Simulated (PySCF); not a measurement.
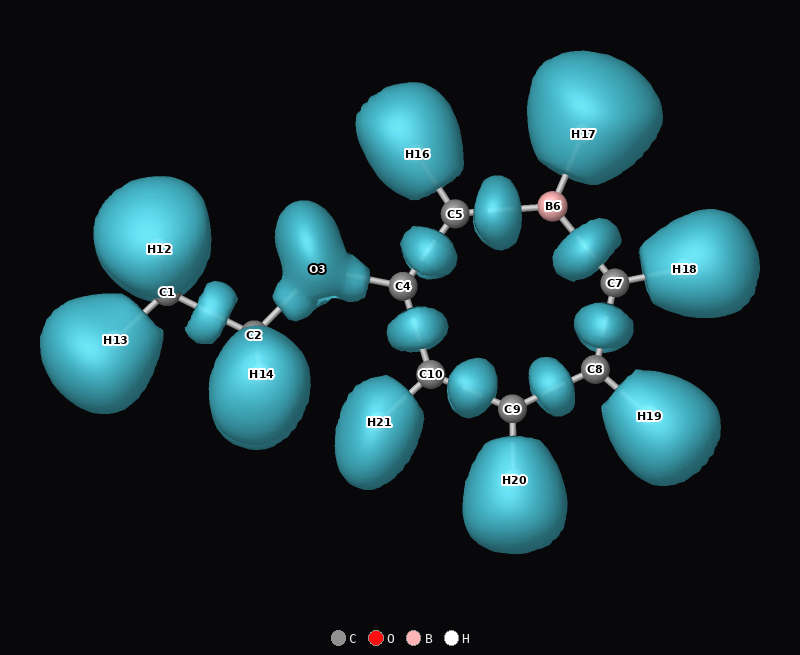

Figure 1: C8H11BO (SMILES CCOC1=CBC=CC=C1). Isosurface of the ELF at 0.75 (cyan), seen across its widest extent. Only the valence region is drawn (cores and ρ < 0.01 e/Å³ removed).

Geometry: PBE0-D3(BJ)/def2-SVP.

Theory: PBE0/pcSseg-1, SCF density, gas phase, non-relativistic (PySCF).

```json
{"atom": "C", "x (Å)": "3.6304", "y (Å)": "0.6331", "z (Å)": "-0.0666"}
{"atom": "C", "x (Å)": "2.3417", "y (Å)": "-0.1372", "z (Å)": "-0.2159"}
{"atom": "O", "x (Å)": "1.2825", "y (Å)": "0.7315", "z (Å)": "0.1189"}
{"atom": "C", "x (Å)": "-0.0117", "y (Å)": "0.3464", "z (Å)": "0.0995"}
{"atom": "C", "x (Å)": "-0.9067", "y (Å)": "1.3322", "z (Å)": "0.4783"}
{"atom": "B", "x (Å)": "-2.4130", "y (Å)": "1.2879", "z (Å)": "0.5864"}
{"atom": "C", "x (Å)": "-3.2739", "y (Å)": "0.0597", "z (Å)": "0.2760"}
{"atom": "C", "x (Å)": "-2.8610", "y (Å)": "-1.1781", "z (Å)": "-0.1457"}
{"atom": "C", "x (Å)": "-1.5359", "y (Å)": "-1.6270", "z (Å)": "-0.3978"}
{"atom": "C", "x (Å)": "-0.3237", "y (Å)": "-0.9915", "z (Å)": "-0.2969"}
{"atom": "H", "x (Å)": "3.7489", "y (Å)": "0.9910", "z (Å)": "0.9663"}
{"atom": "H", "x (Å)": "3.6384", "y (Å)": "1.5057", "z (Å)": "-0.7355"}
{"atom": "H", "x (Å)": "4.4889", "y (Å)": "-0.0074", "z (Å)": "-0.3160"}
{"atom": "H", "x (Å)": "2.2259", "y (Å)": "-0.5017", "z (Å)": "-1.2534"}
{"atom": "H", "x (Å)": "2.3375", "y (Å)": "-1.0204", "z (Å)": "0.4496"}
{"atom": "H", "x (Å)": "-0.3922", "y (Å)": "2.2675", "z (Å)": "0.7302"}
{"atom": "H", "x (Å)": "-2.9799", "y (Å)": "2.2993", "z (Å)": "0.9475"}
{"atom": "H", "x (Å)": "-4.3608", "y (Å)": "0.1532", "z (Å)": "0.3966"}
{"atom": "H", "x (Å)": "-3.6274", "y (Å)": "-1.9432", "z (Å)": "-0.3211"}
{"atom": "H", "x (Å)": "-1.4681", "y (Å)": "-2.6678", "z (Å)": "-0.7320"}
{"atom": "H", "x (Å)": "0.5308", "y (Å)": "-1.6151", "z (Å)": "-0.5645"}
```

### Describe the localisation domains.

At this value the surface marks out two regions between bonded B–C atoms (shared pairs), six regions between bonded C–C atoms (shared pairs), eleven regions around hydrogen nuclei and one region on O in which the atom's valence shell and bonds are merged.

Values along the shortest contacts:
C–O (1.35 Å): the ELF peaks at about 0.90 between the atoms (a polar covalent bond). C–C (1.37 Å): the ELF peaks at about 0.95 between the atoms; localised, covalent bonding.
